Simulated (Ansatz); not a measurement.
# MoHCl₃F₄: molecular dynamics (part 5 of 5)

The same run, continued: MoHCl₃F₄; RHF/def2-SVP (Ansatz 0.2.0). It belongs to a series of runs on one base structure; here: dynamics from the highest image of the converged band.

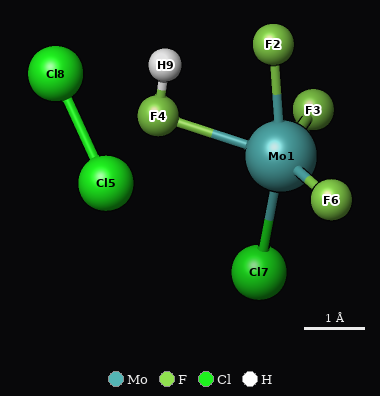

The geometry at step 175 of the log (ball-and-stick view, seen at a tilt; atoms are numbered from 1 in the order of the input).

**Trajectory as extended XYZ, continued**
```
9
Properties=species:S:1:pos:R:3:forces:R:3 step=151 time_fs=75.5 energy=-50167.93355 temperature=99.6
Mo    0.6208   -0.3756   -0.2173   -0.1169  -0.5977   0.2202
F     0.6817   -0.1064    1.7219   -0.2258  -0.0143  -0.0710
F     2.3207    0.2154   -0.0942    0.1139  -0.1445   0.0504
F    -0.2802    1.5218    0.2856    0.2996  -0.0676   1.2256
Cl   -3.4312    0.3353    0.3909   -0.0520  -0.4594  -0.6209
F    -0.2157   -1.9954   -0.2759    0.5082   1.1244  -0.0657
Cl    0.8344    0.0871   -2.5181   -0.2807  -0.1687  -0.1333
Cl   -3.3141    1.4678    2.0200    0.0736   0.4187   0.6019
H    -0.0950    1.5127    1.2234   -0.3198  -0.0909  -1.2072
9
Properties=species:S:1:pos:R:3:forces:R:3 step=153 time_fs=76.5 energy=-50167.95076 temperature=118.1
Mo    0.6212   -0.3760   -0.2171   -0.0819  -0.6209   0.2443
F     0.6808   -0.1065    1.7223   -0.2188  -0.0369  -0.1035
F     2.3217    0.2145   -0.0933    0.0978  -0.1450   0.0456
F    -0.2819    1.5208    0.2863    0.1346  -0.0481   0.4218
Cl   -3.4297    0.3353    0.3912   -0.0507  -0.4515  -0.6075
F    -0.2107   -1.9972   -0.2793    0.4956   1.1123  -0.0601
Cl    0.8316    0.0879   -2.5174   -0.2749  -0.1619  -0.1387
Cl   -3.3156    1.4702    2.0197    0.0719   0.4101   0.5879
H    -0.1020    1.5121    1.2077   -0.1737  -0.0582  -0.3899
9
Properties=species:S:1:pos:R:3:forces:R:3 step=156 time_fs=78.0 energy=-50167.94513 temperature=112.3
Mo    0.6217   -0.3768   -0.2169   -0.0106  -0.6279   0.2810
F     0.6792   -0.1066    1.7229   -0.2086  -0.0725  -0.1520
F     2.3234    0.2129   -0.0918    0.0741  -0.1466   0.0383
F    -0.2842    1.5192    0.2877   -0.1950  -0.0152  -1.2443
Cl   -3.4276    0.3351    0.3915   -0.0479  -0.4296  -0.5730
F    -0.2027   -1.9988   -0.2844    0.4613   1.0621  -0.0533
Cl    0.8274    0.0890   -2.5165   -0.2661  -0.1510  -0.1472
Cl   -3.3178    1.4741    2.0196    0.0685   0.3870   0.5525
H    -0.1150    1.5104    1.1811    0.1242  -0.0063   1.2979
9
Properties=species:S:1:pos:R:3:forces:R:3 step=158 time_fs=79.0 energy=-50167.94146 temperature=108.6
Mo    0.6221   -0.3774   -0.2167    0.0313  -0.5807   0.2927
F     0.6780   -0.1067    1.7232   -0.2050  -0.0824  -0.1612
F     2.3245    0.2117   -0.0908    0.0625  -0.1478   0.0356
F    -0.2859    1.5181    0.2879   -0.2687  -0.0066  -1.6414
Cl   -3.4261    0.3349    0.3914   -0.0460  -0.4083  -0.5407
F    -0.1971   -1.9992   -0.2878    0.4270   1.0046  -0.0485
Cl    0.8245    0.0897   -2.5159   -0.2594  -0.1454  -0.1521
Cl   -3.3192    1.4768    2.0197    0.0661   0.3650   0.5198
H    -0.1226    1.5092    1.1762    0.1922   0.0016   1.6958
9
Properties=species:S:1:pos:R:3:forces:R:3 step=160 time_fs=80.0 energy=-50167.96160 temperature=130.3
Mo    0.6225   -0.3781   -0.2165    0.0626  -0.4821   0.2897
F     0.6767   -0.1069    1.7233   -0.2049  -0.0771  -0.1441
F     2.3256    0.2105   -0.0898    0.0560  -0.1487   0.0352
F    -0.2877    1.5170    0.2874   -0.1478  -0.0164  -0.9823
Cl   -3.4247    0.3345    0.3912   -0.0444  -0.3821  -0.5013
F    -0.1913   -1.9991   -0.2913    0.3836   0.9274  -0.0431
Cl    0.8215    0.0903   -2.5153   -0.2519  -0.1417  -0.1563
Cl   -3.3206    1.4796    2.0200    0.0636   0.3380   0.4802
H    -0.1285    1.5079    1.1868    0.0834  -0.0173   1.0221
9
Properties=species:S:1:pos:R:3:forces:R:3 step=163 time_fs=81.5 energy=-50167.97485 temperature=144.8
Mo    0.6231   -0.3791   -0.2161    0.1037  -0.2714   0.2697
F     0.6746   -0.1072    1.7235   -0.2093  -0.0535  -0.0914
F     2.3274    0.2085   -0.0883    0.0521  -0.1498   0.0370
F    -0.2905    1.5154    0.2858    0.1322  -0.0480   0.6969
Cl   -3.4226    0.3337    0.3907   -0.0422  -0.3346  -0.4310
F    -0.1822   -1.9980   -0.2966    0.3036   0.7788  -0.0355
Cl    0.8170    0.0912   -2.5146   -0.2397  -0.1380  -0.1618
Cl   -3.3227    1.4840    2.0206    0.0597   0.2893   0.4100
H    -0.1364    1.5055    1.2172   -0.1602  -0.0727  -0.6940
9
Properties=species:S:1:pos:R:3:forces:R:3 step=165 time_fs=82.5 energy=-50167.96594 temperature=135.5
Mo    0.6235   -0.3799   -0.2158    0.1436  -0.1261   0.2586
F     0.6730   -0.1075    1.7235   -0.2114  -0.0431  -0.0619
F     2.3287    0.2071   -0.0872    0.0500  -0.1504   0.0378
F    -0.2923    1.5143    0.2851    0.2226  -0.0646   1.3533
Cl   -3.4213    0.3330    0.3902   -0.0405  -0.2986  -0.3783
F    -0.1760   -1.9968   -0.3001    0.2429   0.6624  -0.0321
Cl    0.8138    0.0918   -2.5142   -0.2315  -0.1348  -0.1656
Cl   -3.3241    1.4871    2.0212    0.0570   0.2525   0.3573
H    -0.1433    1.5031    1.2316   -0.2327  -0.0973  -1.3691
9
Properties=species:S:1:pos:R:3:forces:R:3 step=168 time_fs=84.0 energy=-50167.97985 temperature=150.7
Mo    0.6242   -0.3810   -0.2153    0.2393   0.0562   0.2577
F     0.6705   -0.1079    1.7235   -0.2072  -0.0543  -0.0522
F     2.3306    0.2048   -0.0856    0.0435  -0.1510   0.0361
F    -0.2948    1.5125    0.2853    0.1613  -0.0657   1.1648
Cl   -3.4192    0.3319    0.3893   -0.0370  -0.2397  -0.2932
F    -0.1664   -1.9944   -0.3054    0.1441   0.4689  -0.0309
Cl    0.8090    0.0925   -2.5136   -0.2202  -0.1263  -0.1719
Cl   -3.3261    1.4917    2.0222    0.0525   0.1924   0.2716
H    -0.1576    1.4979    1.2291   -0.1762  -0.0805  -1.1820
9
Properties=species:S:1:pos:R:3:forces:R:3 step=170 time_fs=85.0 energy=-50167.99812 temperature=170.3
Mo    0.6247   -0.3818   -0.2150    0.3229   0.1561   0.2660
F     0.6686   -0.1082    1.7235   -0.1996  -0.0768  -0.0659
F     2.3318    0.2032   -0.0845    0.0375  -0.1511   0.0335
F    -0.2963    1.5113    0.2862    0.0158  -0.0452   0.2864
Cl   -3.4179    0.3311    0.3885   -0.0343  -0.1980  -0.2335
F    -0.1598   -1.9925   -0.3090    0.0744   0.3298  -0.0325
Cl    0.8057    0.0930   -2.5133   -0.2131  -0.1187  -0.1763
Cl   -3.3274    1.4949    2.0230    0.0492   0.1499   0.2113
H    -0.1693    1.4934    1.2130   -0.0529  -0.0460  -0.2889
9
Properties=species:S:1:pos:R:3:forces:R:3 step=173 time_fs=86.5 energy=-50167.98807 temperature=159.8
Mo    0.6254   -0.3829   -0.2144    0.4506   0.3169   0.2745
F     0.6657   -0.1087    1.7234   -0.1880  -0.1085  -0.0840
F     2.3338    0.2006   -0.0829    0.0315  -0.1501   0.0305
F    -0.2987    1.5095    0.2876   -0.2168   0.0056  -1.3757
Cl   -3.4159    0.3298    0.3873   -0.0304  -0.1329  -0.1410
F    -0.1500   -1.9893   -0.3144   -0.0349   0.1076  -0.0365
Cl    0.8006    0.0936   -2.5129   -0.2022  -0.1072  -0.1821
Cl   -3.3294    1.4998    2.0243    0.0444   0.0836   0.1179
H    -0.1874    1.4859    1.1875    0.1458  -0.0150   1.3964
9
Properties=species:S:1:pos:R:3:forces:R:3 step=175 time_fs=87.5 energy=-50167.98370 temperature=155.2
Mo    0.6260   -0.3836   -0.2140    0.5188   0.4599   0.2657
F     0.6636   -0.1092    1.7233   -0.1843  -0.1154  -0.0722
F     2.3351    0.1988   -0.0817    0.0329  -0.1483   0.0308
F    -0.3003    1.5083    0.2878   -0.2474   0.0181  -1.6408
Cl   -3.4145    0.3289    0.3864   -0.0285  -0.0885  -0.0781
F    -0.1435   -1.9872   -0.3180   -0.1105  -0.0482  -0.0388
Cl    0.7972    0.0940   -2.5127   -0.1940  -0.1015  -0.1846
Cl   -3.3307    1.5030    2.0252    0.0417   0.0383   0.0546
H    -0.1981    1.4807    1.1846    0.1713  -0.0143   1.6634
9
Properties=species:S:1:pos:R:3:forces:R:3 step=178 time_fs=89.0 energy=-50168.00525 temperature=178.2
Mo    0.6269   -0.3845   -0.2133    0.5857   0.7302   0.2259
F     0.6603   -0.1099    1.7230   -0.1867  -0.1010  -0.0114
F     2.3372    0.1960   -0.0800    0.0443  -0.1436   0.0354
F    -0.3031    1.5064    0.2866   -0.1016  -0.0387  -0.2629
Cl   -3.4125    0.3274    0.3851   -0.0272  -0.0214   0.0163
F    -0.1338   -1.9839   -0.3234   -0.2246  -0.2862  -0.0408
Cl    0.7920    0.0945   -2.5125   -0.1801  -0.0967  -0.1862
Cl   -3.3326    1.5079    2.0266    0.0388  -0.0301  -0.0399
H    -0.2113    1.4726    1.2068    0.0515  -0.0125   0.2635
9
Properties=species:S:1:pos:R:3:forces:R:3 step=180 time_fs=90.0 energy=-50167.99788 temperature=170.3
Mo    0.6276   -0.3851   -0.2128    0.6169   0.9153   0.1915
F     0.6580   -0.1105    1.7228   -0.1907  -0.0844   0.0395
F     2.3385    0.1940   -0.0788    0.0548  -0.1391   0.0397
F    -0.3050    1.5052    0.2856   -0.0072  -0.0964   0.8243
Cl   -3.4112    0.3265    0.3842   -0.0270   0.0225   0.0780
F    -0.1275   -1.9819   -0.3271   -0.2973  -0.4394  -0.0418
Cl    0.7884    0.0948   -2.5124   -0.1702  -0.0945  -0.1859
Cl   -3.3339    1.5112    2.0275    0.0373  -0.0749  -0.1015
H    -0.2192    1.4671    1.2270   -0.0167  -0.0091  -0.8437
9
Properties=species:S:1:pos:R:3:forces:R:3 step=183 time_fs=91.5 energy=-50167.97851 temperature=149.5
Mo    0.6288   -0.3857   -0.2120    0.6671   1.1318   0.1472
F     0.6544   -0.1114    1.7226   -0.1897  -0.0739   0.0917
F     2.3407    0.1909   -0.0770    0.0683  -0.1304   0.0448
F    -0.3078    1.5032    0.2849    0.0246  -0.1448   1.4618
Cl   -3.4093    0.3250    0.3829   -0.0264   0.0860   0.1663
F    -0.1183   -1.9794   -0.3326   -0.3940  -0.6449  -0.0440
Cl    0.7830    0.0952   -2.5124   -0.1557  -0.0893  -0.1845
Cl   -3.3358    1.5161    2.0287    0.0352  -0.1397  -0.1899
H    -0.2315    1.4586    1.2408   -0.0295   0.0052  -1.4933
9
Properties=species:S:1:pos:R:3:forces:R:3 step=185 time_fs=92.5 energy=-50167.98701 temperature=158.5
Mo    0.6296   -0.3860   -0.2115    0.7082   1.2139   0.1275
F     0.6518   -0.1120    1.7225   -0.1805  -0.0837   0.0994
F     2.3421    0.1887   -0.0758    0.0739  -0.1234   0.0465
F    -0.3097    1.5018    0.2854   -0.0204  -0.1312   1.0839
Cl   -3.4080    0.3241    0.3821   -0.0257   0.1260   0.2214
F    -0.1124   -1.9781   -0.3363   -0.4470  -0.7582  -0.0458
Cl    0.7793    0.0955   -2.5125   -0.1466  -0.0836  -0.1830
Cl   -3.3370    1.5193    2.0295    0.0334  -0.1805  -0.2454
H    -0.2400    1.4530    1.2330    0.0047   0.0206  -1.1045
9
Properties=species:S:1:pos:R:3:forces:R:3 step=188 time_fs=94.0 energy=-50167.99324 temperature=165.0
Mo    0.6310   -0.3862   -0.2107    0.7674   1.2583   0.1051
F     0.6478   -0.1131    1.7225   -0.1581  -0.1123   0.0848
F     2.3444    0.1853   -0.0739    0.0786  -0.1110   0.0479
F    -0.3126    1.4996    0.2869   -0.1426  -0.0377  -0.4706
Cl   -3.4061    0.3228    0.3811   -0.0245   0.1817   0.2977
F    -0.1041   -1.9769   -0.3420   -0.5065  -0.8854  -0.0473
Cl    0.7737    0.0958   -2.5127   -0.1333  -0.0733  -0.1794
Cl   -3.3389    1.5239    2.0306    0.0306  -0.2373  -0.3224
H    -0.2525    1.4450    1.2049    0.0885   0.0170   0.4840
9
Properties=species:S:1:pos:R:3:forces:R:3 step=190 time_fs=95.0 energy=-50167.97488 temperature=145.3
Mo    0.6321   -0.3862   -0.2101    0.7877   1.2652   0.0836
F     0.6451   -0.1139    1.7225   -0.1440  -0.1262   0.0799
F     2.3459    0.1830   -0.0726    0.0823  -0.1015   0.0498
F    -0.3146    1.4981    0.2877   -0.2063   0.0333  -1.4801
Cl   -3.4048    0.3220    0.3804   -0.0241   0.2157   0.3442
F    -0.0988   -1.9767   -0.3457   -0.5329  -0.9407  -0.0458
Cl    0.7699    0.0960   -2.5128   -0.1241  -0.0673  -0.1753
Cl   -3.3401    1.5270    2.0312    0.0292  -0.2721  -0.3692
H    -0.2600    1.4399    1.1895    0.1322  -0.0065   1.5129
9
Properties=species:S:1:pos:R:3:forces:R:3 step=193 time_fs=96.5 energy=-50167.97805 temperature=148.6
Mo    0.6338   -0.3859   -0.2093    0.7658   1.2843   0.0241
F     0.6408   -0.1152    1.7226   -0.1327  -0.1229   0.1118
F     2.3483    0.1795   -0.0706    0.0934  -0.0853   0.0563
F    -0.3178    1.4959    0.2876   -0.1837   0.0172  -1.2232
Cl   -3.4029    0.3208    0.3797   -0.0253   0.2618   0.4068
F    -0.0914   -1.9772   -0.3514   -0.5531  -0.9791  -0.0374
Cl    0.7642    0.0963   -2.5132   -0.1085  -0.0625  -0.1659
Cl   -3.3420    1.5314    2.0319    0.0284  -0.3194  -0.4319
H    -0.2688    1.4321    1.1932    0.1158   0.0057   1.2595
9
Properties=species:S:1:pos:R:3:forces:R:3 step=195 time_fs=97.5 energy=-50167.99034 temperature=161.7
Mo    0.6350   -0.3856   -0.2087    0.7180   1.2974  -0.0317
F     0.6378   -0.1162    1.7227   -0.1315  -0.1061   0.1558
F     2.3500    0.1771   -0.0692    0.1035  -0.0733   0.0627
F    -0.3200    1.4944    0.2867   -0.1176  -0.0741  -0.0815
Cl   -3.4016    0.3202    0.3793   -0.0273   0.2889   0.4434
F    -0.0868   -1.9782   -0.3553   -0.5531  -0.9734  -0.0275
Cl    0.7604    0.0964   -2.5135   -0.0972  -0.0618  -0.1576
Cl   -3.3432    1.5343    2.0323    0.0287  -0.3473  -0.4684
H    -0.2732    1.4269    1.2114    0.0764   0.0497   0.1048
9
Properties=species:S:1:pos:R:3:forces:R:3 step=198 time_fs=99.0 energy=-50167.97444 temperature=144.8
Mo    0.6370   -0.3848   -0.2078    0.6241   1.2640  -0.1179
F     0.6333   -0.1177    1.7231   -0.1290  -0.0793   0.2174
F     2.3526    0.1733   -0.0671    0.1162  -0.0539   0.0722
F    -0.3235    1.4921    0.2854   -0.0422  -0.1929   1.2839
Cl   -3.3997    0.3193    0.3790   -0.0307   0.3232   0.4897
F    -0.0804   -1.9805   -0.3610   -0.5311  -0.9132  -0.0078
Cl    0.7545    0.0966   -2.5140   -0.0798  -0.0614  -0.1430
Cl   -3.3450    1.5384    2.0325    0.0297  -0.3829  -0.5143
H    -0.2785    1.4202    1.2374    0.0428   0.0963  -1.2802
9
Properties=species:S:1:pos:R:3:forces:R:3 step=200 time_fs=100.0 energy=-50167.97029 temperature=140.4
Mo    0.6384   -0.3842   -0.2073    0.5636   1.1781  -0.1656
F     0.6302   -0.1187    1.7235   -0.1195  -0.0741   0.2340
F     2.3544    0.1708   -0.0657    0.1196  -0.0403   0.0769
F    -0.3259    1.4905    0.2852   -0.0276  -0.2107   1.4663
Cl   -3.3985    0.3189    0.3789   -0.0326   0.3417   0.5142
F    -0.0765   -1.9827   -0.3649   -0.5017  -0.8381   0.0075
Cl    0.7506    0.0967   -2.5144   -0.0688  -0.0596  -0.1325
Cl   -3.3461    1.5410    2.0325    0.0300  -0.4021  -0.5389
H    -0.2815    1.4168    1.2413    0.0370   0.1052  -1.4619
```

The run was set up as follows.

**Input**
```yaml
crystal:
  periodic: [false, false, false]
  atoms:
    - { symbol: Mo, position_ang: [0.691613, -0.261667, -0.214347] }
    - { symbol: F, position_ang: [0.467114, -0.138851, 1.738521] }
    - { symbol: F, position_ang: [2.448283, 0.047831, -0.038164] }
    - { symbol: F, position_ang: [-0.258217, 1.566396, 0.330833] }
    - { symbol: Cl, position_ang: [-3.537105, 0.299996, 0.335057] }
    - { symbol: F, position_ang: [-0.477779, -1.618181, -0.275091] }
    - { symbol: Cl, position_ang: [0.798503, -0.131031, -2.572712] }
    - { symbol: Cl, position_ang: [-3.183646, 1.297572, 2.058132] }
    - { symbol: H, position_ang: [-0.275468, 1.386532, 1.251772] }
basis:
  gaussian: { orbitals: def2-SVP }
hamiltonian:
  xc: hf
md:
  timestep: 0.5
  n_steps: 200
  ensemble: nve
  temperature: 300.0
  initial_velocities: maxwell_boltzmann
  seed: 4382
```

Run as:
```bash
ansatz run input.yaml --threads 4 --pin off --max-ram 5120MiB --backend cpu --events-out ev --progress --plain --runs-dir out
```

**Summary**

```csv
quantity,value
outcome,finished
mean temperature over the second half,132 K
trajectory,"200 steps, 100 fs"
ensemble,nve
temperature in the input,300.0 K
time step,0.5 fs
potential energy (last step),−50167.9703 eV
mean-field energy (last step),−50167.9703 eV
largest force (length of the vector) (last step),1.482 eV/Å
hardware,"4 threads of Arm Neoverse V1, 24 GiB of memory available, shared host"
wall time,10 min (CPU time 38 min)
peak memory,0.58 GiB
```

The run takes a singlet; with an open-shell metal another spin state may lie lower. So short a trajectory is not equilibrated.
